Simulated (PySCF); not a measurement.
# ClH4PSi: NMR shifts at several levels of theory

How much do the NMR shifts of ClH4PSi (`P[SiH2]Cl`) depend on the level of theory, and what does each level cost?

The runs use PySCF 2.14.0, with density-fitted response routines of our own; the level of theory stands in each step. All values are computed, except where a source is named. Atoms are numbered from 0 throughout.

### Step 1. The molecule as given

7 atoms, charge 0, multiplicity 1; geometry from: PBE0-D3(BJ)/def2-SVP.

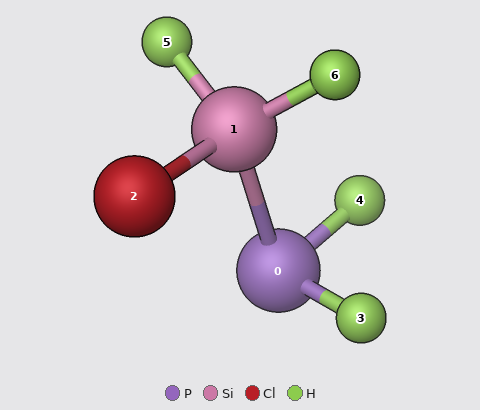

The starting geometry (phosphorus purple, silicon pink, chlorine red, hydrogen green), atoms numbered; sticks join atoms by distance.

### Step 2. Shielding tensors: PBE0/pcSseg-2

The job: settings as JSON, then the geometry in Å.

```
{"job": {"kind": "nmr", "xc": "PBE0", "basis": "pcSseg-2", "pop": false}, "charge": 0, "multiplicity": 1}
P     -0.143821    -1.289114    -1.810786
Si    -2.203127    -0.864354    -0.989599
Cl    -3.500842    -2.311877    -1.704339
H      0.076442    -2.372399    -0.904532
H      0.449065    -0.322324    -0.936045
H     -2.650655     0.466089    -1.490394
H     -2.275473    -0.887173     0.499270
```

With the program's defaults for keys left out, this is: GIAO PBE0/pcSseg-2 NMR shielding, non-relativistic, gas phase.

The run is started by

```bash
$ OMP_NUM_THREADS=1 python probes_run.py task.json out
```

The driver reads the jobs from task.json and runs them one after another.

Standard output:

```text
coarse grid: 7352 points
cycle   1  E = -1093.1186218824  dE = -3.455e-02  |g| = 2.603e-01  |ddm| = 1.914e+00
cycle   2  E = -1093.1160198125  dE =  2.602e-03  |g| = 2.766e-01  |ddm| = 4.914e-01
cycle   3  E = -1093.1351760608  dE = -1.916e-02  |g| = 3.496e-02  |ddm| = 2.801e-01
cycle   4  E = -1093.1353887330  dE = -2.127e-04  |g| = 8.662e-03  |ddm| = 3.231e-02
cycle   5  E = -1093.1354073662  dE = -1.863e-05  |g| = 2.932e-03  |ddm| = 1.096e-02
cycle   6  E = -1093.1354094070  dE = -2.041e-06  |g| = 5.066e-04  |ddm| = 2.859e-03
final grid: 57088 points
cycle   7  E = -1093.1472889679  dE = -3.158e-05  |g| = 4.403e-03  |ddm| = 1.649e-02
cycle   8  E = -1093.1472891134  dE = -1.455e-07  |g| = 3.225e-03  |ddm| = 5.628e-03
cycle   9  E = -1093.1472910608  dE = -1.947e-06  |g| = 4.889e-04  |ddm| = 3.423e-03
cycle  10  E = -1093.1472911262  dE = -6.538e-08  |g| = 6.615e-05  |ddm| = 5.643e-04
cycle  11  E = -1093.1472911271  dE = -8.567e-10  |g| = 2.409e-05  |ddm| = 7.310e-05
converged SCF energy = -1093.1472911271

GIAO shielding tensors (ppm)
atom      isotropic    diamagn.    paramagn.     s11        s22        s33       span
  0 P      575.903     966.538    -390.635    518.103    570.233    639.374    121.271
  1 Si     346.961     876.298    -529.337    285.070    349.738    406.075    121.005
  2 Cl     980.504    1146.296    -165.793    932.283    978.529   1030.699     98.416
  3 H       29.191      29.900      -0.709     24.541     27.069     35.963     11.422
  4 H       29.442      31.454      -2.012     24.930     26.063     37.332     12.402
  5 H       25.802      28.132      -2.329     21.902     24.583     30.922      9.020
  6 H       25.427      28.849      -3.422     21.140     24.531     30.610      9.470
```

Wall time 8.9 s (1 thread of Arm Neoverse V2, shared host); peak memory 0.87 GiB.

The references, computed at this level on geometries of the same kind, shield at (ppm): ¹H TMS 31.25, ²⁹Si TMS 341.3, ³¹P H3PO4 296.6, ³⁵Cl HCl 941. Their shielding less the atom's gives the shift. The references are single molecules in the gas phase, so shifts against H2O, NH3, PH3, H3PO4 or CFCl3 are not on the usual liquid scales and can be off by tens of ppm. Atoms listed in one row are averaged.

```csv
atoms,environment,σ (ppm),δ (ppm)
"H5, H6","hydrogen on a silicon bonded to Cl, P",25.61,5.63
"H3, H4",hydrogen on a phosphorus bonded to Si,29.32,1.93
P0,"phosphorus bonded to Si, 2 H",575.9,-279.3
Si1,"silicon bonded to Cl, P, 2 H",347.0,-5.7
Cl2,chlorine bonded to Si,981,-40
```

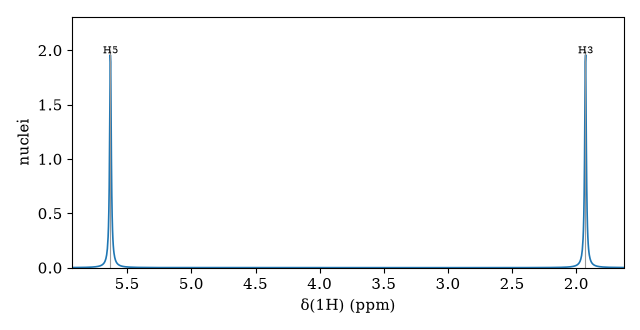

¹H lines at the computed shifts, without couplings. Lines are broadened to a width of 0.01 ppm (Lorentzian).

### Step 3. Nuclear shieldings: mPW1PW91/pcSseg-2

Same as in step 2 but for these lines:

```diff
@@ -1,2 +1,2 @@
-{"job": {"kind": "nmr", "xc": "PBE0", "basis": "pcSseg-2", "pop": false}, "charge": 0, "multiplicity": 1}
+{"job": {"kind": "nmr", "xc": "mPW1PW91", "basis": "pcSseg-2", "pop": false}, "charge": 0, "multiplicity": 1}
 P     -0.143821    -1.289114    -1.810786
```

With the program's defaults for keys left out, this is: GIAO mPW1PW91/pcSseg-2 NMR shielding, non-relativistic, gas phase.

Standard output:

```text
coarse grid: 7352 points
cycle   1  E = -1093.5764910926  dE = -3.569e-02  |g| = 2.602e-01  |ddm| = 1.913e+00
cycle   2  E = -1093.5736802011  dE =  2.811e-03  |g| = 2.834e-01  |ddm| = 5.021e-01
cycle   3  E = -1093.5937245417  dE = -2.004e-02  |g| = 3.189e-02  |ddm| = 2.827e-01
cycle   4  E = -1093.5938977276  dE = -1.732e-04  |g| = 9.021e-03  |ddm| = 3.065e-02
cycle   5  E = -1093.5939180776  dE = -2.035e-05  |g| = 2.924e-03  |ddm| = 1.124e-02
cycle   6  E = -1093.5939200784  dE = -2.001e-06  |g| = 5.115e-04  |ddm| = 2.814e-03
final grid: 57088 points
cycle   7  E = -1093.6035967904  dE = -2.355e-05  |g| = 3.499e-03  |ddm| = 1.598e-02
cycle   8  E = -1093.6035968713  dE = -8.092e-08  |g| = 2.594e-03  |ddm| = 4.406e-03
cycle   9  E = -1093.6035981045  dE = -1.233e-06  |g| = 3.931e-04  |ddm| = 2.675e-03
cycle  10  E = -1093.6035981469  dE = -4.234e-08  |g| = 7.747e-05  |ddm| = 4.537e-04
cycle  11  E = -1093.6035981482  dE = -1.349e-09  |g| = 2.294e-05  |ddm| = 8.479e-05
cycle  12  E = -1093.6035981484  dE = -1.410e-10  |g| = 4.868e-06  |ddm| = 2.875e-05
converged SCF energy = -1093.6035981484

GIAO shielding tensors (ppm)
atom      isotropic    diamagn.    paramagn.     s11        s22        s33       span
  0 P      571.692     966.714    -395.023    514.523    565.457    635.095    120.572
  1 Si     345.297     876.432    -531.135    283.623    348.292    403.976    120.352
  2 Cl     979.950    1146.516    -166.566    932.067    977.588   1030.196     98.129
  3 H       29.253      29.964      -0.711     24.619     27.155     35.985     11.366
  4 H       29.505      31.556      -2.051     25.019     26.149     37.346     12.326
  5 H       25.887      28.204      -2.317     22.001     24.666     30.993      8.992
  6 H       25.512      28.946      -3.433     21.242     24.611     30.685      9.443
```

It took 9.2 s on 1 thread of Arm Neoverse V2, shared host; peak memory 0.87 GiB.

Key values: δ P0 -276.7, Si1 -5.3, Cl2 -42, H5 5.59, H3 1.91 ppm (means over like atoms).

### Step 4. NMR shieldings: WP04/pcSseg-2

Same as in step 3 but for these lines:

```diff
@@ -1,2 +1,2 @@
-{"job": {"kind": "nmr", "xc": "mPW1PW91", "basis": "pcSseg-2", "pop": false}, "charge": 0, "multiplicity": 1}
+{"job": {"kind": "nmr", "xc": "WP04", "basis": "pcSseg-2", "pop": false}, "charge": 0, "multiplicity": 1}
 P     -0.143821    -1.289114    -1.810786
```

Method: GIAO WP04/pcSseg-2 NMR shielding, non-relativistic, gas phase.

Standard output:

```text
coarse grid: 7352 points
cycle   1  E = -1104.6338670666  dE = -5.040e-02  |g| = 4.429e-01  |ddm| = 1.958e+00
cycle   2  E = -1104.6170035248  dE =  1.686e-02  |g| = 5.058e-01  |ddm| = 8.460e-01
cycle   3  E = -1104.6730572385  dE = -5.605e-02  |g| = 6.762e-02  |ddm| = 4.981e-01
cycle   4  E = -1104.6741654172  dE = -1.108e-03  |g| = 1.772e-02  |ddm| = 7.483e-02
cycle   5  E = -1104.6742454201  dE = -8.000e-05  |g| = 4.887e-03  |ddm| = 2.044e-02
cycle   6  E = -1104.6742519945  dE = -6.574e-06  |g| = 1.045e-03  |ddm| = 5.172e-03
final grid: 57088 points
cycle   7  E = -1104.6849032015  dE = -2.805e-05  |g| = 2.759e-03  |ddm| = 1.743e-02
cycle   8  E = -1104.6849030478  dE =  1.537e-07  |g| = 2.118e-03  |ddm| = 3.802e-03
cycle   9  E = -1104.6849040332  dE = -9.853e-07  |g| = 7.077e-04  |ddm| = 2.579e-03
cycle  10  E = -1104.6849041594  dE = -1.262e-07  |g| = 1.164e-04  |ddm| = 7.107e-04
cycle  11  E = -1104.6849041627  dE = -3.274e-09  |g| = 3.115e-05  |ddm| = 1.267e-04
cycle  12  E = -1104.6849041629  dE = -2.688e-10  |g| = 1.044e-05  |ddm| = 3.818e-05
converged SCF energy = -1104.6849041629

GIAO shielding tensors (ppm)
atom      isotropic    diamagn.    paramagn.     s11        s22        s33       span
  0 P      519.002     969.590    -450.588    471.803    511.318    573.884    102.081
  1 Si     329.787     878.676    -548.889    269.911    335.697    383.754    113.842
  2 Cl     963.146    1150.371    -187.225    911.618    945.609   1032.210    120.592
  3 H       29.876      30.903      -1.026     25.546     28.095     35.989     10.443
  4 H       30.094      33.031      -2.937     25.981     27.077     37.225     11.245
  5 H       26.857      29.079      -2.222     23.134     25.630     31.806      8.673
  6 H       26.458      30.228      -3.771     22.371     25.508     31.494      9.123
```

Run time: 9.2 s. Hardware: 1 thread of Arm Neoverse V2, shared host; peak memory 0.87 GiB.

Key values: δ P0 -231.2, Si1 -1.8, Cl2 -63, H5 4.95, H3 1.63 ppm (means over like atoms).

### Step 5. Nuclear shieldings: B97-2/pcSseg-2

Same as in step 4 but for these lines:

```diff
@@ -1,2 +1,2 @@
-{"job": {"kind": "nmr", "xc": "WP04", "basis": "pcSseg-2", "pop": false}, "charge": 0, "multiplicity": 1}
+{"job": {"kind": "nmr", "xc": "B97-2", "basis": "pcSseg-2", "pop": false}, "charge": 0, "multiplicity": 1}
 P     -0.143821    -1.289114    -1.810786
```

With the program's defaults for keys left out, this is: GIAO B97-2/pcSseg-2 NMR shielding, non-relativistic, gas phase.

Standard output:

```text
coarse grid: 7352 points
cycle   1  E = -1093.6006296925  dE = -3.397e-02  |g| = 2.588e-01  |ddm| = 1.920e+00
cycle   2  E = -1093.5959349775  dE =  4.695e-03  |g| = 3.021e-01  |ddm| = 5.356e-01
cycle   3  E = -1093.6188147540  dE = -2.288e-02  |g| = 2.758e-02  |ddm| = 2.978e-01
cycle   4  E = -1093.6189522860  dE = -1.375e-04  |g| = 1.122e-02  |ddm| = 3.257e-02
cycle   5  E = -1093.6189848544  dE = -3.257e-05  |g| = 2.650e-03  |ddm| = 1.280e-02
cycle   6  E = -1093.6189864097  dE = -1.555e-06  |g| = 6.239e-04  |ddm| = 2.563e-03
final grid: 57088 points
cycle   7  E = -1093.6229880061  dE = -3.650e-05  |g| = 7.580e-03  |ddm| = 2.014e-02
cycle   8  E = -1093.6229878247  dE =  1.815e-07  |g| = 5.371e-03  |ddm| = 8.114e-03
cycle   9  E = -1093.6229926832  dE = -4.859e-06  |g| = 1.225e-03  |ddm| = 5.434e-03
cycle  10  E = -1093.6229930457  dE = -3.626e-07  |g| = 1.583e-04  |ddm| = 1.155e-03
cycle  11  E = -1093.6229930519  dE = -6.142e-09  |g| = 3.499e-05  |ddm| = 1.848e-04
cycle  12  E = -1093.6229930522  dE = -3.229e-10  |g| = 7.532e-06  |ddm| = 4.035e-05
converged SCF energy = -1093.6229930522

GIAO shielding tensors (ppm)
atom      isotropic    diamagn.    paramagn.     s11        s22        s33       span
  0 P      573.038     966.929    -393.891    517.483    566.708    634.924    117.442
  1 Si     353.487     876.540    -523.053    293.443    356.662    410.355    116.912
  2 Cl     980.413    1146.867    -166.454    932.876    976.854   1031.509     98.634
  3 H       29.332      30.103      -0.771     24.733     27.273     35.989     11.256
  4 H       29.575      31.775      -2.200     25.135     26.259     37.332     12.197
  5 H       26.013      28.343      -2.331     22.144     24.795     31.100      8.956
  6 H       25.630      29.131      -3.502     21.374     24.730     30.784      9.410
```

Wall time 9.3 s (1 thread of Arm Neoverse V2, shared host); peak memory 0.87 GiB.

This run: δ P0 -269.8, Si1 -5.9, Cl2 -44, H5 5.54, H3 1.91 ppm (means over like atoms).

### Step 6. Nuclear shieldings: BHandHLYP/pcSseg-2

Same as in step 5 but for these lines:

```diff
@@ -1,2 +1,2 @@
-{"job": {"kind": "nmr", "xc": "B97-2", "basis": "pcSseg-2", "pop": false}, "charge": 0, "multiplicity": 1}
+{"job": {"kind": "nmr", "xc": "BHandHLYP", "basis": "pcSseg-2", "pop": false}, "charge": 0, "multiplicity": 1}
 P     -0.143821    -1.289114    -1.810786
```

Level: GIAO BHandHLYP/pcSseg-2 NMR shielding, non-relativistic, gas phase.

Standard output:

```text
coarse grid: 7352 points
cycle   1  E = -1093.5178613896  dE = -4.982e-02  |g| = 2.808e-01  |ddm| = 1.875e+00
cycle   2  E = -1093.5290495887  dE = -1.119e-02  |g| = 2.330e-01  |ddm| = 4.548e-01
cycle   3  E = -1093.5423902540  dE = -1.334e-02  |g| = 2.535e-02  |ddm| = 2.237e-01
cycle   4  E = -1093.5425549060  dE = -1.647e-04  |g| = 5.989e-03  |ddm| = 2.715e-02
cycle   5  E = -1093.5425673777  dE = -1.247e-05  |g| = 2.393e-03  |ddm| = 9.615e-03
cycle   6  E = -1093.5425689127  dE = -1.535e-06  |g| = 3.582e-04  |ddm| = 2.470e-03
final grid: 57088 points
cycle   7  E = -1093.5476416484  dE = -5.844e-06  |g| = 1.309e-03  |ddm| = 6.883e-03
cycle   8  E = -1093.5476417835  dE = -1.351e-07  |g| = 9.055e-04  |ddm| = 1.720e-03
cycle   9  E = -1093.5476419462  dE = -1.627e-07  |g| = 1.145e-04  |ddm| = 8.283e-04
cycle  10  E = -1093.5476419487  dE = -2.513e-09  |g| = 2.809e-05  |ddm| = 1.034e-04
cycle  11  E = -1093.5476419489  dE = -1.826e-10  |g| = 8.053e-06  |ddm| = 3.742e-05
converged SCF energy = -1093.5476419489

GIAO shielding tensors (ppm)
atom      isotropic    diamagn.    paramagn.     s11        s22        s33       span
  0 P      565.765     966.044    -400.278    512.649    557.838    626.809    114.159
  1 Si     353.239     875.014    -521.774    296.787    356.826    406.105    109.317
  2 Cl     990.191    1146.610    -156.419    944.717    985.929   1039.928     95.211
  3 H       29.474      30.309      -0.835     24.872     27.409     36.142     11.270
  4 H       29.734      31.934      -2.200     25.323     26.412     37.467     12.145
  5 H       26.294      28.352      -2.058     22.418     25.030     31.435      9.017
  6 H       25.946      29.125      -3.178     21.735     24.968     31.137      9.402
```

Wall time 9.2 s (1 thread of Arm Neoverse V2, shared host); peak memory 0.87 GiB.

In short: δ P0 -262.2, Si1 -7.5, Cl2 -55, H5 5.33, H3 1.84 ppm (means over like atoms).

[end of part 1 of 2]
